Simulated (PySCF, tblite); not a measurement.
# C₅H₉OPSi: geometry, infrared bands and NMR shifts

Wanted: the infrared bands and NMR shifts of C₅H₉OPSi (`CC#C[C@@H]1CO[Si@H]1P`), by calculation.

The runs use tblite 0.8.0 and PySCF 2.14.0, with density-fitted response routines of our own; the level of theory stands in each step. All values are computed, except where a source is named. Atoms count from 0, in the outputs and in this text.

**1. The molecule as given**

17 atoms, charge 0, multiplicity 1; geometry from: force field or distance geometry start.

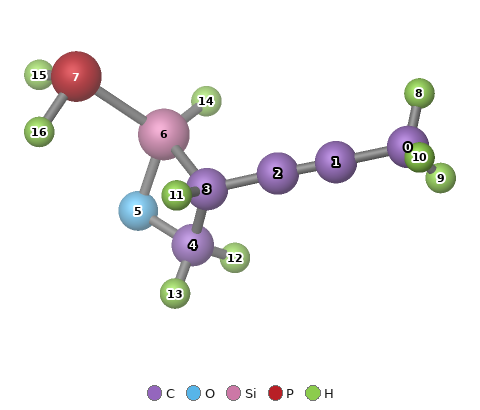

As it starts; carbon purple, oxygen blue, silicon pink, phosphorus red, hydrogen green, atoms numbered; sticks join atoms by distance.

**2. Optimising the geometry with GFN2-xTB**

Job settings and geometry (Å):

```
{"job": {"kind": "relax", "xc": "GFN2-xTB", "basis": "xTB"}, "charge": 0, "multiplicity": 1}
C      3.577700    -0.744700    -0.045400
C      2.108100    -0.612500    -0.132900
C      0.926900    -0.519200    -0.184400
C     -0.519600    -0.400500    -0.283900
C     -1.069300     0.615900    -1.307400
O     -2.106000     1.203600    -0.470700
Si    -1.337500     0.746400     0.933300
P     -2.789300    -0.164100     2.289900
H      3.928700    -0.529100     0.968900
H      4.052600    -0.044900    -0.727100
H      3.884300    -1.757000    -0.308800
H     -1.023500    -1.383200    -0.343300
H     -0.364200     1.384300    -1.658400
H     -1.503000     0.154300    -2.211500
H     -0.534100     1.869300     1.487000
H     -3.633100     0.962300     2.457000
H     -3.605900    -0.769000     1.300800
```

Launch:

```
> OMP_NUM_THREADS=1 python probes_run.py task.json out
```

This one command runs all jobs of the session in turn.

What it wrote:

```text
step      E/eV     max force
  0    -640.79189    2.554
  1    -640.78212    5.907
  2    -640.97815    0.861
  3    -641.01504    0.556
  4    -641.04833    0.627
  5    -641.05948    0.301
  6    -641.06568    0.247
  7    -641.07077    0.243
  8    -641.07588    0.256
  9    -641.08031    0.165
 10    -641.08401    0.151
 11    -641.08743    0.154
 12    -641.09134    0.178
 13    -641.09586    0.185
 14    -641.09995    0.148
 15    -641.10281    0.165
 16    -641.10466    0.146
 17    -641.10591    0.096
 18    -641.10686    0.071
 19    -641.10764    0.061
 20    -641.10826    0.058
 21    -641.10880    0.065
 22    -641.10931    0.050
 23    -641.10982    0.051
 24    -641.11025    0.046
 25    -641.11056    0.048
 26    -641.11079    0.040
 27    -641.11100    0.035
 28    -641.11123    0.040
 29    -641.11149    0.050
 30    -641.11178    0.057
 31    -641.11218    0.054
 32    -641.11278    0.074
 33    -641.11365    0.084
 34    -641.11470    0.075
 35    -641.11565    0.074
 36    -641.11635    0.061
 37    -641.11697    0.074
 38    -641.11758    0.072
 39    -641.11807    0.049
 40    -641.11842    0.043
 41    -641.11872    0.048
 42    -641.11906    0.069
 43    -641.11947    0.066
 44    -641.11991    0.049
 45    -641.12033    0.045
 46    -641.12074    0.049
 47    -641.12114    0.060
 48    -641.12151    0.050
 49    -641.12180    0.036
 50    -641.12200    0.040
 51    -641.12220    0.036
 52    -641.12245    0.037
 53    -641.12269    0.036
 54    -641.12287    0.036
 55    -641.12301    0.030
 56    -641.12315    0.031
 57    -641.12331    0.027
 58    -641.12345    0.027
 59    -641.12356    0.024
 60    -641.12365    0.022
 61    -641.12379    0.029
 62    -641.12397    0.032
 63    -641.12418    0.034
 64    -641.12435    0.024
 65    -641.12446    0.026
 66    -641.12456    0.027
 67    -641.12467    0.026
 68    -641.12479    0.023
 69    -641.12486    0.020
 70    -641.12493    0.019
 71    -641.12502    0.028
 72    -641.12514    0.032
 73    -641.12526    0.024
 74    -641.12533    0.017
 75    -641.12537    0.019
 76    -641.12543    0.024
 77    -641.12552    0.037
 78    -641.12563    0.038
 79    -641.12571    0.025
 80    -641.12578    0.022
 81    -641.12584    0.021
 82    -641.12596    0.046
 83    -641.12615    0.061
 84    -641.12640    0.058
 85    -641.12659    0.032
 86    -641.12672    0.038
 87    -641.12688    0.048
 88    -641.12724    0.073
 89    -641.12788    0.100
 90    -641.12884    0.109
 91    -641.12921    0.143
 92    -641.13019    0.082
 93    -641.13070    0.072
 94    -641.13128    0.312
 95    -641.13264    0.073
 96    -641.13340    0.058
 97    -641.13404    0.212
 98    -641.13497    0.072
 99    -641.13589    0.057
100    -641.13764    0.202
101    -641.13858    0.039
102    -641.13914    0.044
103    -641.13955    0.101
104    -641.13998    0.070
105    -641.14095    0.126
106    -641.14252    0.222
107    -641.14318    0.147
108    -641.14468    0.101
109    -641.14572    0.094
110    -641.14935    0.347
111    -641.15101    0.147
112    -641.15371    0.162
113    -641.14944    0.716
114    -641.15816    0.107
115    -641.16031    0.076
116    -641.15141    0.734
117    -641.16308    0.075
118    -641.16471    0.089
119    -641.15919    0.620
120    -641.16813    0.071
121    -641.16991    0.086
122    -641.16326    0.623
123    -641.17340    0.067
124    -641.17518    0.074
125    -641.17068    0.570
126    -641.17863    0.060
127    -641.18018    0.067
128    -641.17920    0.445
129    -641.18326    0.057
130    -641.18443    0.066
131    -641.18543    0.341
132    -641.18752    0.066
133    -641.18847    0.064
134    -641.18995    0.197
135    -641.19073    0.066
136    -641.19113    0.043
137    -641.19158    0.097
138    -641.19198    0.040
139    -641.19237    0.042
140    -641.19277    0.054
141    -641.19306    0.041
142    -641.19348    0.054
143    -641.19403    0.048
144    -641.19468    0.072
145    -641.19543    0.060
146    -641.19587    0.073
147    -641.19606    0.073
148    -641.19643    0.038
149    -641.19669    0.034
150    -641.19713    0.040
151    -641.19759    0.052
152    -641.19802    0.045
153    -641.19836    0.039
154    -641.19868    0.034
155    -641.19901    0.031
156    -641.19936    0.035
157    -641.19968    0.047
158    -641.20003    0.053
159    -641.20044    0.053
160    -641.20091    0.046
161    -641.20138    0.048
162    -641.20181    0.033
163    -641.20203    0.085
164    -641.20216    0.045
165    -641.20241    0.028
166    -641.20257    0.027
167    -641.20276    0.034
168    -641.20290    0.028
169    -641.20300    0.017
170    -641.20306    0.016
171    -641.20311    0.015
172    -641.20316    0.009
```

It took 2.6 s on 1 thread of Arm Neoverse N1, shared host.

Along the way: (not every step is listed) (the energy doesn't fall at every step)

```
step  energy from step 0 (eV)  largest force (eV/Å)
   0                   0.0000                2.5541
   1                   0.0098                5.9070
   2                  -0.1863                0.8605
   3                  -0.2232                0.5564
   4                  -0.2564                0.6270
   5                  -0.2676                0.3008
   6                  -0.2738                0.2470
   7                  -0.2789                0.2433
   8                  -0.2840                0.2558
  23                  -0.3179                0.0507
  38                  -0.3257                0.0718
  53                  -0.3308                0.0364
  68                  -0.3329                0.0227
  83                  -0.3343                0.0614
  98                  -0.3431                0.0718
 113                  -0.3576                0.7156
 128                  -0.3873                0.4454
 143                  -0.4021                0.0482
 158                  -0.4081                0.0528
 167                  -0.4109                0.0336
 168                  -0.4110                0.0279
 169                  -0.4111                0.0172
 170                  -0.4112                0.0164
 171                  -0.4112                0.0146
 172                  -0.4113                0.0092
```

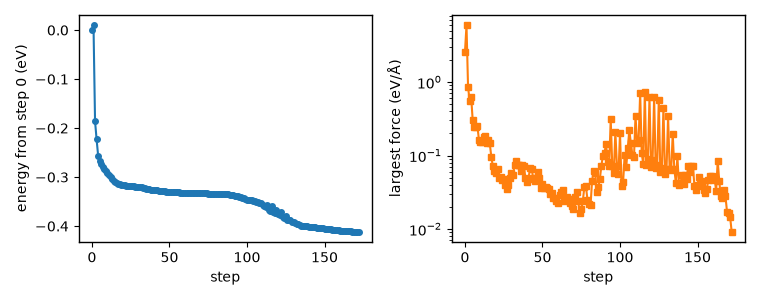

Energy and largest force along the relaxation.

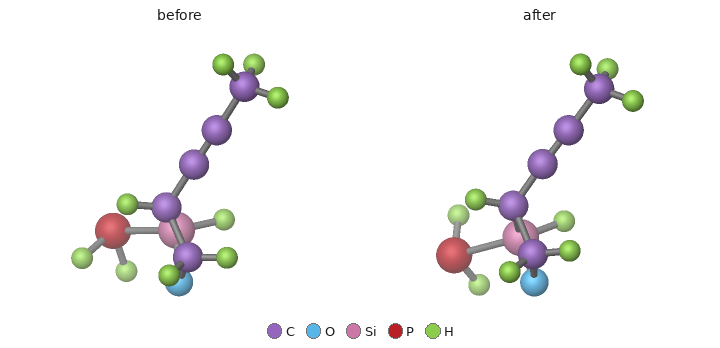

Before and after, at one scale.

Close pairs (by a distance rule), those that changed most:

```
   bond  before (Å)  after (Å)  change (Å)
 C3–Si6       1.862      1.928      +0.066
 Si6–P7       2.186      2.235      +0.049
 P7–H16       1.418      1.383      -0.036
 P7–H15       1.417      1.383      -0.034
  C0–C1       1.478      1.448      -0.031
  C4–O5       1.456      1.427      -0.029
  C2–C3       1.455      1.433      -0.022
Si6–H14       1.488      1.469      -0.019
```

The final coordinates are the input of the step that follows.

**3. Vibrational analysis with GFN2-xTB**

Job settings and geometry (Å):

```
{"job": {"kind": "ir", "xc": "GFN2-xTB", "basis": "xTB"}, "charge": 0, "multiplicity": 1}
C      3.543446    -0.550114     0.076050
C      2.103963    -0.546431    -0.077088
C      0.911002    -0.569111    -0.205683
C     -0.512050    -0.537858    -0.369924
C     -1.016667     0.362341    -1.504522
O     -1.929006     1.202046    -0.798507
Si    -1.550952     0.665472     0.720359
P     -3.362881    -0.126065     1.761349
H      3.811255    -0.309232     1.104860
H      3.989985     0.190755    -0.587149
H      3.944421    -1.532875    -0.172306
H     -0.911505    -1.550034    -0.444137
H     -0.224172     0.975646    -1.935926
H     -1.549545    -0.160680    -2.298737
H     -0.715976     1.646990     1.425355
H     -2.718198    -0.284290     2.974669
H     -3.820119     1.135471     2.094543
```

What it wrote:

```text
mode    cm-1     km/mol
  1      24.0      0.01
  2      54.2      0.95
  3      64.6      7.51
  4      77.6      2.89
  5      99.9      4.76
  6     148.9      4.01
  7     201.7     13.34
  8     245.4      1.93
  9     273.2      1.15
 10     340.6      0.90
 11     432.4     10.71
 12     468.8     13.07
 13     542.1     34.01
 14     593.5     85.09
 15     643.9     57.14
 16     671.4    246.84
 17     701.1     41.73
 18     717.4     51.44
 19     790.8    108.88
 20     879.0     88.04
 21     954.5      7.89
 22    1017.7      4.63
 23    1021.5     50.18
 24    1028.0     13.27
 25    1037.5     12.42
 26    1096.4     23.43
 27    1138.8     16.47
 28    1156.2      5.41
 29    1197.1     31.70
 30    1272.1      6.14
 31    1307.0     40.43
 32    1392.0      2.64
 33    1458.8      4.66
 34    1459.9      4.66
 35    1482.0      0.64
 36    2198.3    260.03
 37    2314.7     96.07
 38    2392.6    145.47
 39    2403.7      1.05
 40    2950.6     10.46
 41    2969.2     64.40
 42    2980.7     53.14
 43    2997.2     26.16
 44    2998.8     25.89
 45    3006.8     40.68
```

It took 1.2 s on 1 thread of Arm Neoverse N1, shared host.

Which atoms move in the most intense modes:

```
cm⁻¹  km/mol                                 atoms
 594    85.1                    H14 43 %, Si6 22 %
 671   246.8                     H14 44 %, C3 22 %
 791   108.9   O5 25 %, Si6 20 %, C3 19 %, C0 12 %
 879    88.0  O5 37 %, H11 15 %, Si6 14 %, C3 13 %
2198   260.0                              H14 97 %
2315    96.1                    H15 50 %, H16 48 %
2393   145.5                    H16 49 %, H15 47 %
2969    64.4          H12 61 %, H13 19 %, H11 11 %
```

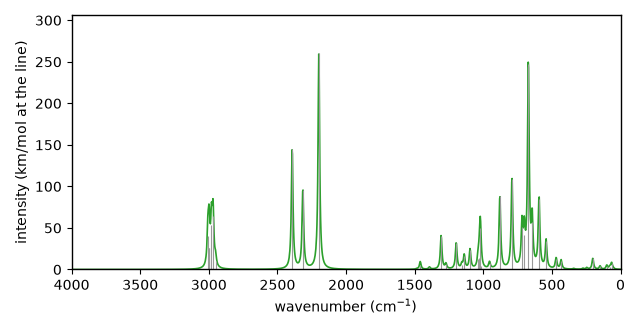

The infrared spectrum from these modes, unscaled. Lines are broadened to a width of 14 cm⁻¹ (Lorentzian).

**4. Nuclear shieldings: PBE0/pcSseg-1**

Settings changed since step 3:

```diff
@@ -1,2 +1,2 @@
-{"job": {"kind": "ir", "xc": "GFN2-xTB", "basis": "xTB"}, "charge": 0, "multiplicity": 1}
+{"job": {"kind": "nmr", "xc": "PBE0", "basis": "pcSseg-1"}, "charge": 0, "multiplicity": 1}
 C      3.543446    -0.550114     0.076050
```

Method: GIAO PBE0/pcSseg-1 NMR shielding, non-relativistic, gas phase.

What it wrote:

```text
coarse grid: 15344 points
cycle   1  E = -901.1647049463  dE =  1.166e+00  |g| = 7.494e-01  |ddm| = 4.241e+00
cycle   2  E = -901.0126259098  dE =  1.521e-01  |g| = 1.172e+00  |ddm| = 3.017e+00
cycle   3  E = -901.2760544359  dE = -2.634e-01  |g| = 1.317e-01  |ddm| = 2.289e+00
cycle   4  E = -901.2793863288  dE = -3.332e-03  |g| = 4.646e-02  |ddm| = 2.366e-01
cycle   5  E = -901.2798390063  dE = -4.527e-04  |g| = 2.246e-02  |ddm| = 7.381e-02
cycle   6  E = -901.2799483037  dE = -1.093e-04  |g| = 7.717e-03  |ddm| = 2.244e-02
cycle   7  E = -901.2799629655  dE = -1.466e-05  |g| = 1.271e-03  |ddm| = 8.052e-03
cycle   8  E = -901.2799633876  dE = -4.221e-07  |g| = 1.614e-04  |ddm| = 1.806e-03
final grid: 139448 points
cycle   9  E = -901.3390652790  dE = -2.847e-05  |g| = 1.002e-02  |ddm| = 4.745e-02
cycle  10  E = -901.3390454114  dE =  1.987e-05  |g| = 1.449e-02  |ddm| = 3.004e-02
cycle  11  E = -901.3390853211  dE = -3.991e-05  |g| = 1.655e-03  |ddm| = 1.934e-02
cycle  12  E = -901.3390858932  dE = -5.721e-07  |g| = 3.153e-04  |ddm| = 2.144e-03
cycle  13  E = -901.3390859060  dE = -1.284e-08  |g| = 2.130e-04  |ddm| = 4.058e-04
cycle  14  E = -901.3390859169  dE = -1.082e-08  |g| = 3.884e-05  |ddm| = 2.009e-04
cycle  15  E = -901.3390859172  dE = -3.256e-10  |g| = 1.056e-05  |ddm| = 5.031e-05
converged SCF energy = -901.3390859172

GIAO shielding tensors (ppm)
atom      isotropic    diamagn.    paramagn.     s11        s22        s33       span
  0 C      181.718     253.785     -72.067    174.382    174.916    195.856     21.474
  1 C      100.032     268.445    -168.413     22.476     29.771    247.849    225.374
  2 C      102.869     258.340    -155.471     11.905     17.154    279.548    267.642
  3 C      158.176     254.050     -95.873    130.039    168.217    176.274     46.235
  4 C      107.242     250.556    -143.314     77.287     92.504    151.936     74.649
  5 O      288.971     395.850    -106.879    251.292    278.903    336.719     85.427
  6 Si     299.866     880.346    -580.480    244.830    304.131    350.637    105.806
  7 P      608.133     967.400    -359.267    552.054    617.751    654.594    102.540
  8 H       29.701      29.840      -0.138     24.455     28.211     36.438     11.983
  9 H       29.683      29.289       0.394     24.531     28.070     36.448     11.917
 10 H       29.691      27.625       2.066     24.380     27.926     36.767     12.386
 11 H       28.487      31.456      -2.969     23.983     29.703     31.774      7.792
 12 H       26.885      31.901      -5.017     23.136     26.955     30.563      7.428
 13 H       26.574      30.417      -3.843     22.974     25.878     30.871      7.897
 14 H       25.066      30.660      -5.594     22.296     24.698     28.204      5.908
 15 H       30.693      30.573       0.120     25.878     27.487     38.713     12.835
 16 H       30.278      28.978       1.300     25.463     27.000     38.369     12.906
```

Wall time 80 s (1 thread of Arm Neoverse N1, shared host); peak memory 0.91 GiB.

The references, computed at this level on geometries of the same kind, shield at (ppm): 1H TMS 31.72, 13C TMS 186.9, 29Si TMS 349.2, 17O H2O 336.1, 31P H3PO4 318.4. Their shielding less the atom's gives the shift. The references are single molecules in the gas phase, so shifts against H2O, NH3, PH3, H3PO4 or CFCl3 are not on the usual liquid scales and can be off by tens of ppm. Atoms listed in one row are averaged.

```
      atoms                                                    environment  σ (ppm)  δ (ppm)  δ scaled to CDCl3
         C1                                                  alkyne carbon    100.0     86.9               82.9
         C2                                                  alkyne carbon    102.9     84.1               80.1
         C4                                            sp3 CH2 bonded to O    107.2     79.7               75.9
         C3                                propargylic sp3 CH bonded to Si    158.2     28.7               26.1
         C0                                      propargylic methyl carbon    181.7      5.2                3.2
        H14  hydrogen on a silicon bonded to C, O, P, in a 4-membered ring    25.07     6.65                  –
        H13                             hydrogen on an sp3 CH2 bonded to O    26.57     5.14               4.95
        H12                             hydrogen on an sp3 CH2 bonded to O    26.88     4.83               4.66
        H11                  hydrogen on a propargylic sp3 CH bonded to Si    28.49     3.23               3.15
H8, H9, H10                        hydrogen on a propargylic methyl carbon    29.69     2.03               2.01
   H15, H16                          hydrogen on a phosphorus bonded to Si    30.49     1.23                  –
         O5                   oxygen bonded to C, Si, in a 4-membered ring    289.0     47.1                  –
        Si6             silicon bonded to C, O, P, H, in a 4-membered ring    299.9     49.3                  –
         P7                                   phosphorus bonded to Si, 2 H    608.1   -289.8                  –
```

The scaled column applies a straight-line fit of computed shieldings to shifts measured in CDCl3 (root-mean-square error 0.16 ppm for H, 1.9 ppm for C).

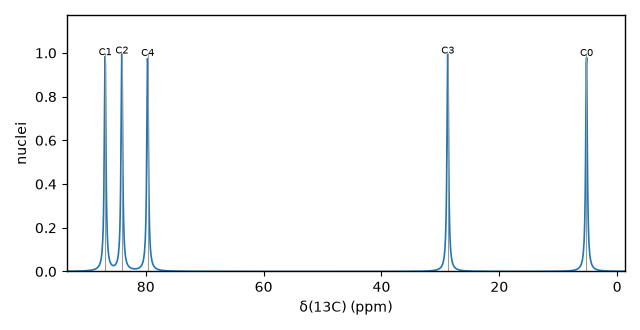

13C lines at the computed shifts, without couplings. Lines are broadened to a width of 0.33 ppm (Lorentzian).

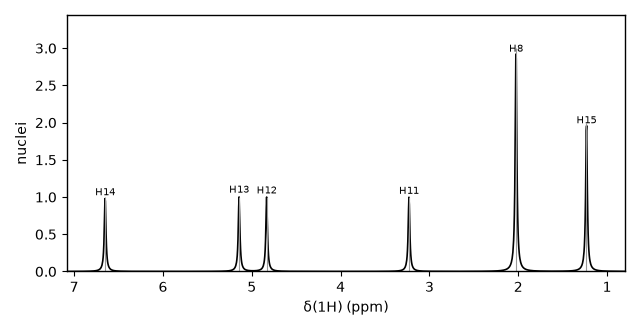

1H lines at the computed shifts, without couplings. Lines are broadened to a width of 0.02 ppm (Lorentzian).

Charges from the same density, by scheme (e):

```
atoms  Mulliken    IAO  Hirshfeld  ESP fit
   C0     -0.19  -0.43      -0.10    -0.54
   C1     -0.34  -0.07      -0.06     0.25
   C2      0.14  -0.08      -0.08    -0.60
   C3     -0.64  -0.41      -0.11     0.38
   C4      0.17  -0.04       0.01    -0.20
   O5     -0.60  -0.68      -0.26    -0.37
  Si6      0.81   0.98       0.38     0.49
   P7     -0.23  -0.11      -0.01    -0.36
```

ESP fit charges:

C0 -0.54; C1 0.25; C2 -0.60; C3 0.38; C4 -0.20; O5 -0.37; Si6 0.49; P7 -0.36; H8 0.17; H9 0.18; H10 0.17; H11 0.02; H12 0.15; H13 0.11; H14 -0.11; H15 0.11; H16 0.15

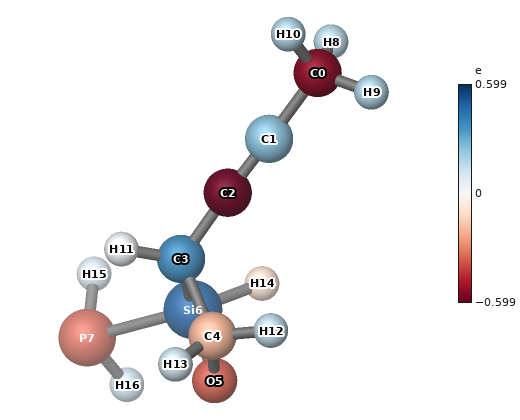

ESP fit charges, as colours on the atoms.

Mayer bond orders: C0–C1 1.23, C1–C2 2.55, C2–C3 1.03, C3–C4 0.99, C4–O5 0.88, O5–Si6 1.02, Si6–P7 1.01, Si6–C3 0.86.

Ring of atoms C3, C4, O5, Si6: NICS(0) -0.7, NICS(1) 0.4, NICS(1)zz 3.6 ppm (means of both faces).

The fields below are evaluated on a grid from the run's orbitals.

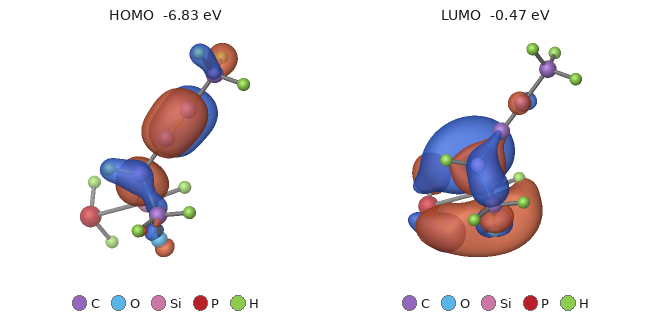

Frontier orbitals at PBE0/pcSseg-1; each surface holds 70 % of the orbital's density, blue and red mark the sign.

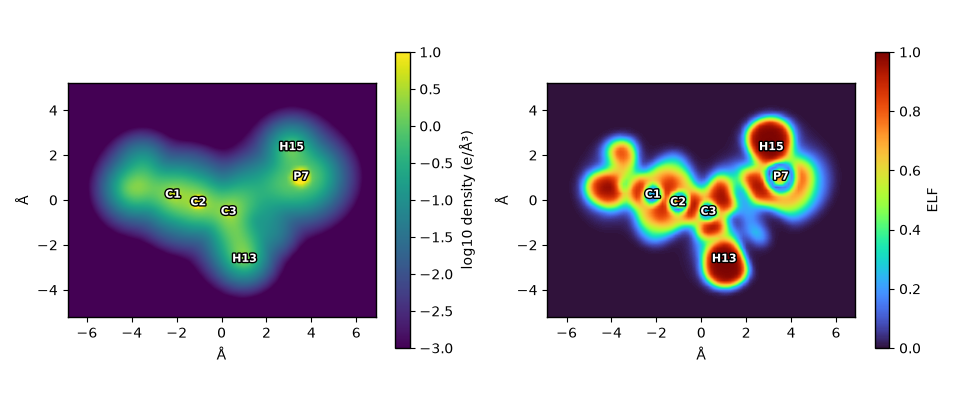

Density (left) and ELF (right) in a plane through or near 6 of the atoms.

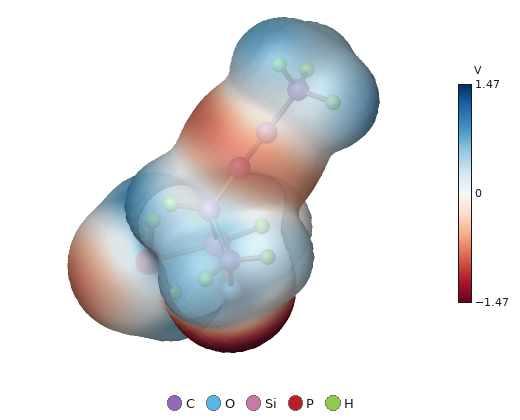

Electrostatic potential on the surface of density 0.002 e/bohr³; red is low, blue high. It runs from -1.47 V near O5 to 1.36 V near Si6.

**5. Summary of results**

```
                                                              quantity                                   value
                             strongest single infrared mode (GFN2-xTB)                   2198 cm⁻¹, 260 km/mol
                                          zero-point energy (GFN2-xTB)                           76.1 kcal/mol
                                13C shifts against TMS (PBE0/pcSseg-1)         86.9, 84.1, 79.7, 28.7, 5.2 ppm
1H shifts against TMS (PBE0/pcSseg-1, means over atoms taken as alike)  6.65, 5.14, 4.83, 3.23, 2.03, 1.23 ppm
                                17O shifts against H2O (PBE0/pcSseg-1)                                47.1 ppm
                               29Si shifts against TMS (PBE0/pcSseg-1)                                49.3 ppm
                              31P shifts against H3PO4 (PBE0/pcSseg-1)                              -289.8 ppm
                                 surface potential, least and greatest                      -1.47 V and 1.36 V
```

What this shows: The optimisation took 172 steps and gained 0.411 eV; among the close pairs (by a distance rule), C3–Si6 changed most, from 1.862 to 1.928 Å. All 45 modes are real, so the xTB geometry is a minimum. The strongest single mode, at 2198 cm⁻¹, moves mainly H14. Unscaled tight-binding wavenumbers are off by several per cent, some by more. Its intensities can rank the bands wrongly. At PBE0/pcSseg-1: Shielding is most anisotropic at C2 (span 268 ppm, paramagnetic term -155 ppm). At PBE0/pcSseg-1, counted by nearest atom on the grid, the HOMO lies on C1 34 %; C2 26 %, the LUMO on Si6 32 %; H14 13 %.
